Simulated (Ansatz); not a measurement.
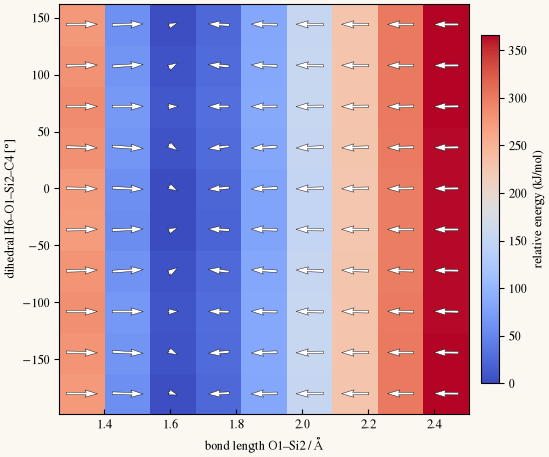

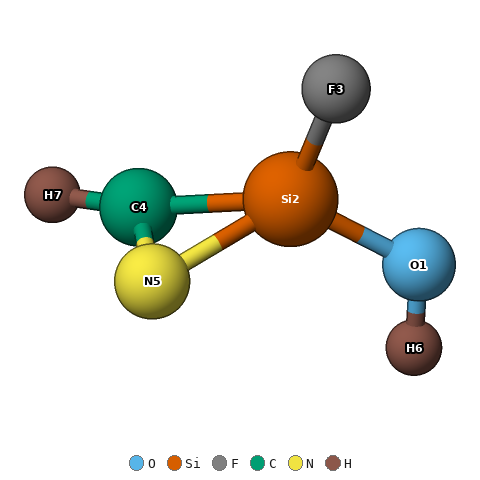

Energy landscape of CH₂FNOSi, SMILES O[Si]1(F)C=N1. 
- The first coordinate is: bond length O1–Si2; the second: dihedral H6–O1–Si2–C4.
- Nothing is relaxed (all other coordinates rigid).
- The scan uses a 9 × 10 grid.
- Energies are in kJ/mol, from the lowest grid point.
- The reference is spin-restricted, which grows unreliable where a bond is stretched far.
- Level of theory: RKS r2SCAN0-D4/def2-SVP (Ansatz).

In the figure: one coloured cell a grid point, arrows along the force (downhill), their lengths compressed. The second picture is the structure at the lowest point.

> Summarise what can be read from the map.

The lowest grid point is at bond length O1–Si2 = 1.609 Å, dihedral H6–O1–Si2–C4 = −36°. The highest grid point, bond length O1–Si2 = 2.437 Å, dihedral H6–O1–Si2–C4 = 144°, lies 366 kJ/mol above the lowest. Round the minimum the two coordinates are nearly uncoupled.

The input of one point:

```yaml
crystal:
  periodic: [false, false, false]
  atoms:
    - { symbol: O, position_ang: [-0.690675, -0.27538, 1.613882] }
    - { symbol: Si, position_ang: [0.318758, -0.267146, 0.360943] }
    - { symbol: F, position_ang: [1.698598, -0.802058, 0.953819] }
    - { symbol: C, position_ang: [-0.030846, -0.204159, -1.349074] }
    - { symbol: "N", position_ang: [0.325581, 0.955752, -0.877598] }
    - { symbol: H, position_ang: [-1.490515, 0.246918, 1.55311] }
    - { symbol: H, position_ang: [-0.301261, -0.431848, -2.38984] }
basis:
  gaussian: { orbitals: def2-SVP }
hamiltonian:
  xc: { name: r2SCAN0 }
  dispersion: d4
output:
  forces: true
```

Each point was launched as `ansatz run input.yaml --threads 1 --pin off --max-ram 2560MiB --backend cpu --events-out ev --progress --plain --runs-dir out`. The whole map (90 points run) took 10 min on 1 thread of Arm Neoverse V2, on a shared host.
